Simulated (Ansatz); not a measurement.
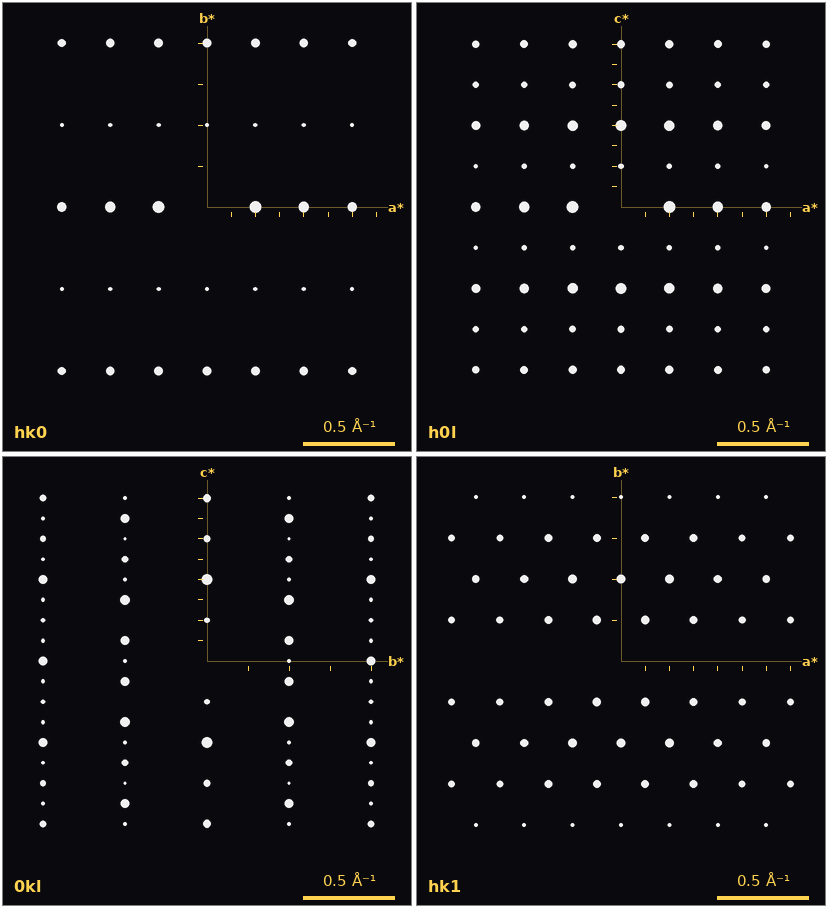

Simulated precession-type sections (X-rays; kinematic intensities, B = 0.5 Å²). The ticks mark integer indices of the conventional cell.

The compound is Br. Structure: the input geometry of an electronic-structure calculation (not necessarily at equilibrium).

Read the reciprocal cell and give the direct cell.

a* = 0.134, b* = 0.227, c* = 0.113 Å⁻¹; the cell is orthorhombic with a = 7.45 Å, b = 4.40 Å, c = 8.85 Å.

Which reflection conditions do the layers show?

Reflections are present only under these conditions. hkl: h + k = 2n; hk0: h = 2n, k = 2n; h0l: h = 2n, l = 2n; 0kl: k = 2n; h00: h = 2n; 0k0: k = 2n; 00l: l = 2n. The lattice is C-centred (C). A few very weak reflections are below the display threshold.

Which space groups fit?

The intensities have Laue symmetry mmm (the hk0 layer shows 2mm, hk1 shows 2mm). With these conditions the candidates are C2ce (No. 41), Cmce (No. 64) (symbols for these axes; some are non-standard settings). Diffraction geometry alone does not choose among them; the structure has Cmce.
